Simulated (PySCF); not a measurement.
Consider C2H5FO3Si2.

Input

```
{"job": {"kind": "nmr", "xc": "PBE0", "basis": "pcSseg-1"}, "charge": 0, "multiplicity": 1}
O      0.595270     1.999010    -0.116028
C      1.554979     1.265804    -0.241607
C      1.485629    -0.127603    -0.707164
O      1.966355    -0.616946    -1.699027
Si     0.305517    -1.165350     0.456002
F      0.749581    -0.702743     1.949176
Si    -1.872606    -0.463549     0.041834
O     -1.860064     0.905087    -0.803712
H      2.541669     1.540671     0.176545
H      0.845806    -2.514025     0.389144
H     -2.556905    -0.289603     1.327568
H     -2.578457    -1.411533    -0.814595
H     -1.181163     1.581265    -0.669109
```

Command:

```sh
OMP_NUM_THREADS=1 python probes_run.py task.json out
```

Geometry: GFN2-xTB.

The calculation used PBE0/pcSseg-1, SCF density, gas phase, non-relativistic (PySCF 2.14.0).

Q: Predict the electron density and electron localisation function between the atoms.

A: C–O (1.21 Å): ρ is about 3.2 e/Å³ halfway; the ELF peaks at about 0.85 between the atoms (a multiple bond).
C–C (1.47 Å): ρ at the midpoint is about 1.9 e/Å³; the ELF peaks at about 0.95 between the atoms, as expected for localised, covalent bonding.

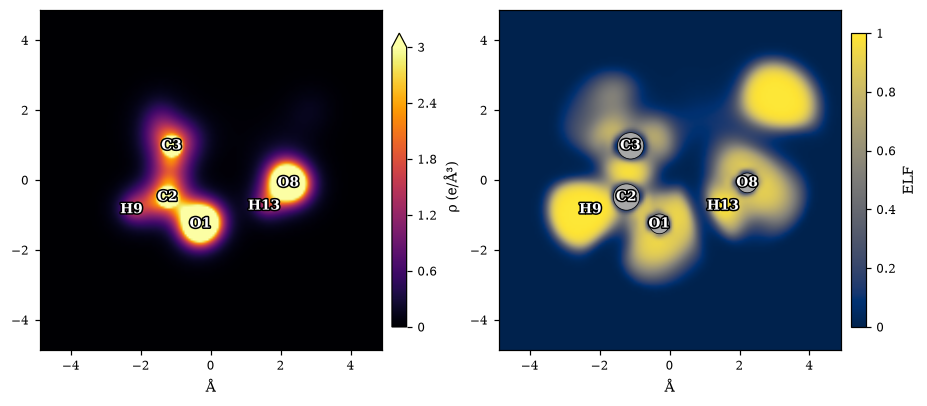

Computed electron density and electron localisation function on the plane of atoms O1, C2 and C3, in this order. Grey discs cover the atomic cores in the ELF map. 
